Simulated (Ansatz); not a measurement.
# La on Ni(111): change of the work function, part 2 of 4

Aim: the work function of Ni(111) at several coverages of La (fcc site), and the dipole that each adsorbate carries.

Ansatz 0.2.0; plane-wave DFT, PBE, Ansatz PAW.

So far: Set-up; The clean slab.

### Step 2. The clean slab (continued)

Site moment by atom:

| atom | site moment (μB) |
| --- | --- |
| Ni1 | 0.697 |
| Ni2 | 0.716 |
| Ni3 | 0.717 |
| Ni4 | 0.701 |

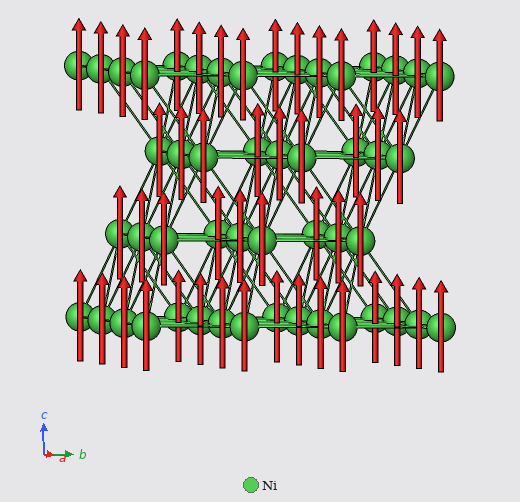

Site moment as arrows, the longest 0.717 μB. Up and down stand for the sign. Arrows give size and sign along the axis of quantisation, drawn up and down the page. 3×3×1 cells are drawn. Some periodic images of atoms are drawn too.

The relaxation took 3 steps and lowered the energy by 0.0021 eV; the largest force on the free atoms ends at 0.0025 eV/Å.

The work function of the upper face is 5.07 eV.

### Step 3. The covered slab, k-mesh 4×4×1, coverage 0.111 ML

System of this step: La/Ni(111). The cell holds 37 atoms: 36 Ni and 1 La. Its edges and angles: a = 7.467 Å, b = 7.467 Å, c = 27.155 Å, α = 90.0°, β = 90.0°, γ = 60.0°. Vacuum lies along c.

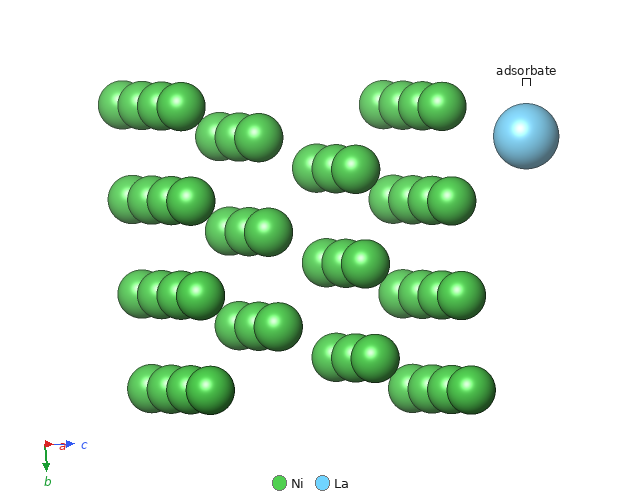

The cell of this step (nickel green, lanthanum blue). Some periodic images of atoms are drawn too.

The clean slab as it ended is repeated in the plane and the adsorbate is set on one face; the cell's size fixes the coverage, and the k-mesh shrinks with it to keep the sampling density about even. Adsorbate and upper layers relax, since the dipole depends on the height.

input.yaml

```yaml
crystal:
  lattice:
    - [7.4670476093, 0.0, 0.0]
    - [3.7335238046, 6.4666529209, 0.0]
    - [0.0, 0.0, 27.1546097803]
  atoms:
    - { symbol: Ni, position: [0.0, 0.0, 0.3314354385], spin: 0.7 }
    - { symbol: Ni, position: [0.1111111111, 0.1111111111, 0.4062762468], spin: 0.72 }
    - { symbol: Ni, position: [0.2222222222, 0.2222222222, 0.4808681612], spin: 0.72 }
    - { symbol: Ni, position: [0.0, 0.0, 0.5547112021], spin: 0.7 }
    - { symbol: Ni, position: [0.0, 0.3333333333, 0.3314354385], spin: 0.7 }
    - { symbol: Ni, position: [0.1111111111, 0.4444444444, 0.4062762468], spin: 0.72 }
    - { symbol: Ni, position: [0.2222222222, 0.5555555556, 0.4808681612], spin: 0.72 }
    - { symbol: Ni, position: [0.0, 0.3333333333, 0.5547112021], spin: 0.7 }
    - { symbol: Ni, position: [0.0, 0.6666666667, 0.3314354385], spin: 0.7 }
    - { symbol: Ni, position: [0.1111111111, 0.7777777778, 0.4062762468], spin: 0.72 }
    - { symbol: Ni, position: [0.2222222222, 0.8888888889, 0.4808681612], spin: 0.72 }
    - { symbol: Ni, position: [0.0, 0.6666666667, 0.5547112021], spin: 0.7 }
    - { symbol: Ni, position: [0.3333333333, 0.0, 0.3314354385], spin: 0.7 }
    - { symbol: Ni, position: [0.4444444444, 0.1111111111, 0.4062762468], spin: 0.72 }
    - { symbol: Ni, position: [0.5555555556, 0.2222222222, 0.4808681612], spin: 0.72 }
    - { symbol: Ni, position: [0.3333333333, 0.0, 0.5547112021], spin: 0.7 }
    - { symbol: Ni, position: [0.3333333333, 0.3333333333, 0.3314354385], spin: 0.7 }
    - { symbol: Ni, position: [0.4444444444, 0.4444444444, 0.4062762468], spin: 0.72 }
    - { symbol: Ni, position: [0.5555555556, 0.5555555556, 0.4808681612], spin: 0.72 }
    - { symbol: Ni, position: [0.3333333333, 0.3333333333, 0.5547112021], spin: 0.7 }
    - { symbol: Ni, position: [0.3333333333, 0.6666666667, 0.3314354385], spin: 0.7 }
    - { symbol: Ni, position: [0.4444444444, 0.7777777778, 0.4062762468], spin: 0.72 }
    - { symbol: Ni, position: [0.5555555556, 0.8888888889, 0.4808681612], spin: 0.72 }
    - { symbol: Ni, position: [0.3333333333, 0.6666666667, 0.5547112021], spin: 0.7 }
    - { symbol: Ni, position: [0.6666666667, 0.0, 0.3314354385], spin: 0.7 }
    - { symbol: Ni, position: [0.7777777778, 0.1111111111, 0.4062762468], spin: 0.72 }
    - { symbol: Ni, position: [0.8888888889, 0.2222222222, 0.4808681612], spin: 0.72 }
    - { symbol: Ni, position: [0.6666666667, 0.0, 0.5547112021], spin: 0.7 }
    - { symbol: Ni, position: [0.6666666667, 0.3333333333, 0.3314354385], spin: 0.7 }
    - { symbol: Ni, position: [0.7777777778, 0.4444444444, 0.4062762468], spin: 0.72 }
    - { symbol: Ni, position: [0.8888888889, 0.5555555556, 0.4808681612], spin: 0.72 }
    - { symbol: Ni, position: [0.6666666667, 0.3333333333, 0.5547112021], spin: 0.7 }
    - { symbol: Ni, position: [0.6666666667, 0.6666666667, 0.3314354385], spin: 0.7 }
    - { symbol: Ni, position: [0.7777777778, 0.7777777778, 0.4062762468], spin: 0.72 }
    - { symbol: Ni, position: [0.8888888889, 0.8888888889, 0.4808681612], spin: 0.72 }
    - { symbol: Ni, position: [0.6666666667, 0.6666666667, 0.5547112021], spin: 0.7 }
    - { symbol: La, position: [0.1111111111, 0.1111111111, 0.6685645615] }
magnetization:
  spin_polarized: true
kpoints:
  mp_grid: { grid: [4, 4, 1] }
hamiltonian:
  xc: pbe
scf:
  occupations: { method: fermi_dirac, width: 0.1 }
  convergence: { dr2_threshold: 1.0e-08 }
efield:
  axis: 3
  dipole_correction: true
  ramp_position: 0.97
  ramp_width: 0.06
relax:
  f_tol: 0.02
  max_steps: 60
  constraints:
    - { sites: [0, 1, 4, 5, 8, 9, 12, 13, 16, 17, 20, 21, 24, 25, 28, 29, 32, 33] }
output:
  write_potential: true
  write_density: true
  volumetric_format: npy
```

Command:

```console
> ansatz run input.yaml --threads 4 --pin off --max-ram 16384MiB --backend cpu --events-out ev --progress --plain --runs-dir out
```

Numbers of over 12 decimals in the logs are rounded to 6 here.

The log of the run:

```text
[...]
Crystal: 37 atoms, lattice volume = 1311.209 Å³
Basis set: ecut = 420 eV, 25651 PW (Γ), exchange–correlation on 100×100×384 points (8 copies of the dense FFT grid, shifted against one another)
Bands: 411, of which v1, the nominal top of the filled ones, is band 330 counted from 1 (329 counted from 0)
Symmetry: 6 space group operations
k-points: 4 of 16 (time reversal used)
[...]
Starting moments: Σ|m| = 25.56 μB on 36 of 37 sites
[...]
SCF iter   1: F=—  HF=-216438.023248 eV  |F-HF|=—  |Δ(HF+E_count)|=         —  Δρ=2.34e-2 (↑1.15e-2 ↓2.34e-2)  dr2=7.00e1  dr2_m=1.90e0  M=26.353 μB ∫|m|=27.868 μB  β_m=1.00  ethr=3.10e-3  p=0.000 e·Å  D=2.24e-6 V/Å  ΔV_dip=-0.00 eV  dr2_dipole=1.31e1  V_vac-E_F(+/−)=7.09/7.09 eV  ⟨swp⟩=8.2  Hψ=15594  notcnv=0  defer=277
[...]
SCF iter  71: F=-216468.682743 eV  HF=-216468.682743 eV  |F-HF|=7.28e-10  |Δ(HF+E_count)|=  5.24e-10  Δρ=2.56e-7 (↑2.06e-7 ↓2.56e-7)  dr2=2.43e-9  dr2_m=1.13e-10  M=22.181 μB ∫|m|=27.554 μB  ethr=1.00e-12  p=0.705 e·Å  D=9.73e-2 V/Å  ΔV_dip=-2.64 eV  dr2_dipole=2.77e-10  V_vac-E_F(+/−)=2.43/5.07 eV  ⟨swp⟩=6.0  Hψ=19987  notcnv=0
SCF 1 converged in 71 iterations: F = -216468.682743 eV  dr2 = 2.43e-9
[...]
relax step   1: F+E_penalty+E_count = -216468.68274263 eV  Δ(F+E_penalty+E_count) = +0.000e0 eV  max|allowed force component| = 3.005e0 eV/Å  Δτ_max = 0.0000 Å  (71 SCF iters, accepted)
[...]
SCF iter  19: F=-216469.356393 eV  HF=-216469.356393 eV  |F-HF|=6.90e-9  |Δ(HF+E_count)|=   1.39e-8  Δρ=3.04e-7 (↑1.74e-7 ↓3.04e-7)  dr2=7.21e-9  dr2_m=2.45e-10  M=22.351 μB ∫|m|=26.933 μB  ethr=1.52e-12  p=0.750 e·Å  D=1.03e-1 V/Å  ΔV_dip=-2.81 eV  dr2_dipole=1.36e-9  V_vac-E_F(+/−)=2.27/5.08 eV  ⟨swp⟩=6.0  Hψ=21771  notcnv=0
SCF 2 converged in 19 iterations: F = -216469.356393 eV  dr2 = 7.21e-9
[...]
relax step   2: F+E_penalty+E_count = -216469.35639253 eV  Δ(F+E_penalty+E_count) = -6.736e-1 eV  max|allowed force component| = 3.281e0 eV/Å  Δτ_max = 0.1974 Å  (19 SCF iters, accepted)
SCF iter   1: F=—  HF=-216470.121308 eV  |F-HF|=—  |Δ(HF+E_count)|=         —  Δρ=2.85e-3 (↑2.01e-3 ↓2.85e-3)  dr2=2.96e-1  dr2_m=4.99e-2  M=22.220 μB ∫|m|=26.562 μB  β_m=1.00  ethr=2.78e-4  p=0.750 e·Å  D=1.03e-1 V/Å  ΔV_dip=-2.81 eV  dr2_dipole=4.38e-3  V_vac-E_F(+/−)=2.28/5.08 eV  ⟨swp⟩=5.1  Hψ=7744  notcnv=0  defer=268
[...]
SCF iter  16: F=-216470.082537 eV  HF=-216470.082537 eV  |F-HF|=1.34e-9  |Δ(HF+E_count)|=   1.43e-8  Δρ=5.80e-7 (↑2.78e-7 ↓5.80e-7)  dr2=7.00e-9  dr2_m=9.28e-10  M=22.232 μB ∫|m|=26.406 μB  ethr=1.00e-12  p=0.787 e·Å  D=1.09e-1 V/Å  ΔV_dip=-2.95 eV  dr2_dipole=9.46e-10  V_vac-E_F(+/−)=2.13/5.08 eV  ⟨swp⟩=5.8  Hψ=20597  notcnv=0
SCF 3 converged in 16 iterations: F = -216470.082537 eV  dr2 = 7.00e-9
[...]
relax step   3: F+E_penalty+E_count = -216470.08253735 eV  Δ(F+E_penalty+E_count) = -7.261e-1 eV  max|allowed force component| = 3.304e0 eV/Å  Δτ_max = 0.1940 Å  (16 SCF iters, accepted)
[...]
relax step   4: F+E_penalty+E_count = -216470.74804747 eV  Δ(F+E_penalty+E_count) = -6.655e-1 eV  max|allowed force component| = 2.801e0 eV/Å  Δτ_max = 0.1936 Å  (15 SCF iters, accepted)
[...]
relax step   5: F+E_penalty+E_count = -216471.19746067 eV  Δ(F+E_penalty+E_count) = -4.494e-1 eV  max|allowed force component| = 1.406e0 eV/Å  Δτ_max = 0.1965 Å  (16 SCF iters, accepted)
[...]
relax step   6: F+E_penalty+E_count = -216471.31544059 eV  Δ(F+E_penalty+E_count) = -1.180e-1 eV  max|allowed force component| = 6.506e-1 eV/Å  Δτ_max = 0.2000 Å  (13 SCF iters, accepted)
[...]
relax step   7: F+E_penalty+E_count = -216471.40033589 eV  Δ(F+E_penalty+E_count) = -8.490e-2 eV  max|allowed force component| = 2.019e-1 eV/Å  Δτ_max = 0.0843 Å  (17 SCF iters, accepted)
[...]
relax step   8: F+E_penalty+E_count = -216471.37739564 eV  Δ(F+E_penalty+E_count) = +2.294e-2 eV  max|allowed force component| = 7.140e-1 eV/Å  Δτ_max = 0.1014 Å  (15 SCF iters, rejected (line search))
SCF iter   1: F=—  HF=-216471.406046 eV  |F-HF|=—  |Δ(HF+E_count)|=         —  Δρ=7.64e-4 (↑7.64e-4 ↓6.07e-4)  dr2=6.32e-2  dr2_m=1.75e-3  M=21.587 μB ∫|m|=25.389 μB  β_m=1.00  ethr=1.34e-4  p=0.740 e·Å  D=1.02e-1 V/Å  ΔV_dip=-2.77 eV  dr2_dipole=1.75e-2  V_vac-E_F(+/−)=2.31/5.09 eV  ⟨swp⟩=3.6  Hψ=6296  notcnv=0  defer=293
[...]
SCF iter  18: F=-216471.403762 eV  HF=-216471.403762 eV  |F-HF|=7.65e-9  |Δ(HF+E_count)|=  5.53e-10  Δρ=2.77e-7 (↑5.97e-8 ↓2.77e-7)  dr2=4.47e-9  dr2_m=1.56e-10  M=21.538 μB ∫|m|=25.310 μB  ethr=1.00e-12  p=0.713 e·Å  D=9.84e-2 V/Å  ΔV_dip=-2.67 eV  dr2_dipole=1.03e-9  V_vac-E_F(+/−)=2.40/5.08 eV  ⟨swp⟩=5.5  Hψ=16448  notcnv=0
SCF 9 converged in 18 iterations: F = -216471.403762 eV  dr2 = 4.47e-9
relax step   9: F+E_penalty+E_count = -216471.40376225 eV  Δ(F+E_penalty+E_count) = -3.426e-3 eV  max|allowed force component| = 1.722e-2 eV/Å  Δτ_max = 0.0227 Å  (18 SCF iters, accepted)
NSCF: frozen V_eff on 4 k-points
[...]
SCF converged after 18 iterations
Magnetization: 21.5383 μB (340.2691 up, 318.7309 down)
Absolute magnetization: 25.3356 μB (∫|ρ↑−ρ↓|, with the PAW one-centre terms)
[...]
Per-site moments (μB) at R_I (Å): [(0.704183, 1.026719), (0.712083, 1.021572), (0.649979, 1.020066), (0.259006, 1.015588), (0.704183, 1.026719), (0.711095, 1.020066), (0.686401, 1.023275), (0.259006, 1.015588), (0.709437, 1.026719), (0.711095, 1.020066), (0.649979, 1.020066), (0.618777, 1.015588), (0.704183, 1.026719), (0.711095, 1.020066), (0.686401, 1.023275), (0.259006, 1.015588), (0.697105, 1.026719), (0.714595,  [...]
Free energy (F): -216471.403762 eV
[...]
Internal energy: -216469.337195 eV  (E = F + TS)
E sigma→0 (E₀):  -216470.370479 eV
Entropy (-TS):   -2.066567 eV (-55.853 meV/atom)
Fermi energy:    3.294834 eV
Dipole field:    D = 0.098354 V/Å  (p = 0.712696 e·Å, saw-weighted, corrected)
Work function:   Φ+ = 2.4043 eV   Φ− = 5.0750 eV
[...]
--- Forces (eV/Å), atoms counted from 1 ---
  atom   1  Ni     0.00603702     0.00348547     0.15615086
  atom   2  Ni    -0.00000000     0.00000000    -0.13481721
  atom   3  Ni    -0.00320757    -0.00185189     0.00200983
  atom   4  Ni    -0.00556981    -0.00321573    -0.00859006
  atom   5  Ni     0.00000000    -0.00697095     0.15615086
  atom   6  Ni     0.02552903     0.02655939    -0.14201467
  atom   7  Ni    -0.00067395     0.00038911     0.00088135
  atom   8  Ni    -0.00000000     0.00643146    -0.00859006
  atom   9  Ni    -0.00412877     0.00238374     0.15402153
  atom  10  Ni    -0.01023659    -0.03538849    -0.14201467
  atom  11  Ni    -0.00000000     0.00370378     0.00200983
  atom  12  Ni     0.00069573    -0.00040168    -0.00047800
  atom  13  Ni    -0.00603702     0.00348547     0.15615086
  atom  14  Ni     0.03576563     0.00882909    -0.14201467
  atom  15  Ni     0.00000000    -0.00077822     0.00088135
  atom  16  Ni     0.00556981    -0.00321573    -0.00859006
  atom  17  Ni     0.00326945     0.00188762     0.15189880
  atom  18  Ni     0.00000000     0.00000000    -0.04879109
  atom  19  Ni     0.00067395     0.00038911     0.00088135
  atom  20  Ni    -0.00197012    -0.00113745    -0.00543145
  atom  21  Ni     0.00000000    -0.00377524     0.15189880
  atom  22  Ni     0.01023659    -0.03538849    -0.14201467
  atom  23  Ni    -0.00195885     0.00113094    -0.00079769
  atom  24  Ni    -0.00000000     0.00227489    -0.00543145
  atom  25  Ni     0.00000000    -0.00476749     0.15402153
  atom  26  Ni    -0.03576563     0.00882909    -0.14201467
  atom  27  Ni     0.00320757    -0.00185189     0.00200983
  atom  28  Ni    -0.00000000     0.00080336    -0.00047800
  atom  29  Ni    -0.00326945     0.00188762     0.15189880
  atom  30  Ni    -0.02552903     0.02655939    -0.14201467
  atom  31  Ni     0.00000000    -0.00226188    -0.00079769
  atom  32  Ni     0.00197012    -0.00113745    -0.00543145
  atom  33  Ni     0.00412877     0.00238374     0.15402153
  atom  34  Ni    -0.00000000     0.00000000    -0.33050220
  atom  35  Ni     0.00195885     0.00113094    -0.00079769
  atom  36  Ni    -0.00069573    -0.00040168    -0.00047800
  atom  37  La     0.00000000    -0.00000000     0.01721518
  max |Σ_I F_I| component: 1.22e-5 eV/Å
--- Band table (eV; the first three rows and the last of 8) ---
  k-point 0 ↑: bands = [... 326 lower, 2.5388, 2.5407, 2.5555, 2.5555, 2.5622, 2.5771, 2.5782, 2.5782, ... 77 higher]
  k-point 1 ↑: bands = [... 326 lower, 2.6455, 2.6484, 2.6681, 2.6817, 2.6975, 2.7028, 2.7102, 2.7174, ... 77 higher]
  k-point 2 ↑: bands = [... 326 lower, 2.6900, 2.6928, 2.7017, 2.7039, 2.7124, 2.7628, 2.7699, 2.7806, ... 77 higher]
  k-point 3 ↓: bands = [... 326 lower, 3.4589, 3.4828, 3.5058, 3.5119, 3.5283, 3.5555, 3.5800, 3.5914, ... 77 higher]
--- Relaxed structure (9 steps of the walk, 8 accepted, 0 SCFs on fresh bases) ---
  F+E_penalty+E_count = -216471.40376225 eV   max|allowed force component| = 1.722e-2 eV/Å
  atoms:
    - { symbol: Ni, position: [1.1111113280699715e-11, 1.1111113280699722e-11, 0.331435] }
    - { symbol: Ni, position: [0.111111, 0.111111, 0.406276] }
    - { symbol: Ni, position: [0.222546, 0.222546, 0.480443] }
    - { symbol: Ni, position: [-0.0024404, -0.0024404, 0.554657] }
    - { symbol: Ni, position: [1.1111056519297335e-11, 0.333333, 0.331435] }
    - { symbol: Ni, position: [0.111111, 0.444444, 0.406276] }
    - { symbol: Ni, position: [0.221946, 0.555694, 0.481660] }
    - { symbol: Ni, position: [-0.0024404, 0.338214, 0.554657] }
    - { symbol: Ni, position: [-2.2222279572048365e-11, 0.666667, 0.331435] }
    - { symbol: Ni, position: [0.111111, 0.777778, 0.406276] }
    - { symbol: Ni, position: [0.222546, 0.888241, 0.480443] }
    - { symbol: Ni, position: [-0.000386577, 0.666860, 0.556106] }
    - { symbol: Ni, position: [0.333333, 1.1111113280699722e-11, 0.331435] }
    - { symbol: Ni, position: [0.444444, 0.111111, 0.406276] }
    - { symbol: Ni, position: [0.555694, 0.221946, 0.481660] }
    - { symbol: Ni, position: [0.338214, -0.0024404, 0.554657] }
    - { symbol: Ni, position: [0.333333, 0.333333, 0.331435] }
    - { symbol: Ni, position: [0.444444, 0.444444, 0.406276] }
    - { symbol: Ni, position: [0.555694, 0.555694, 0.481660] }
    - { symbol: Ni, position: [0.333566, 0.333566, 0.556320] }
    - { symbol: Ni, position: [0.333333, 0.666667, 0.331435] }
    - { symbol: Ni, position: [0.444444, 0.777778, 0.406276] }
    - { symbol: Ni, position: [0.557966, 0.887684, 0.480503] }
    - { symbol: Ni, position: [0.333566, 0.666202, 0.556320] }
    - { symbol: Ni, position: [0.666667, -2.2222204306928902e-11, 0.331435] }
    - { symbol: Ni, position: [0.777778, 0.111111, 0.406276] }
    - { symbol: Ni, position: [0.888241, 0.222546, 0.480443] }
    - { symbol: Ni, position: [0.666860, -0.000386577, 0.556106] }
    - { symbol: Ni, position: [0.666667, 0.333333, 0.331435] }
    - { symbol: Ni, position: [0.777778, 0.444444, 0.406276] }
    - { symbol: Ni, position: [0.887684, 0.557966, 0.480503] }
    - { symbol: Ni, position: [0.666202, 0.333566, 0.556320] }
    - { symbol: Ni, position: [0.666667, 0.666667, 0.331435] }
    - { symbol: Ni, position: [0.777778, 0.777778, 0.406276] }
    - { symbol: Ni, position: [0.887684, 0.887684, 0.480503] }
    - { symbol: Ni, position: [0.666860, 0.666860, 0.556106] }
    - { symbol: La, position: [0.111111, 0.111111, 0.630152] }
```

It took 77 min on 4 threads of Arm Neoverse V1, shared host; peak memory 10 GiB.

[end of part 2 of 4]

[Logs are printed without paths, hosts, clocks, repeated set-up lines and the standing remarks that a program may print on its own settings, such as how far it seeks lower states.]

[Hosts, paths, dates, database ids (printed as entryN), source tags and the programs' standing remarks are cut or masked in the printed files.]

[Maps of the electrostatic potential energy from Ansatz leave out the sawtooth potential of an applied field or a dipole correction, so their vacuum need not be flat; planar profiles and work functions include it.]
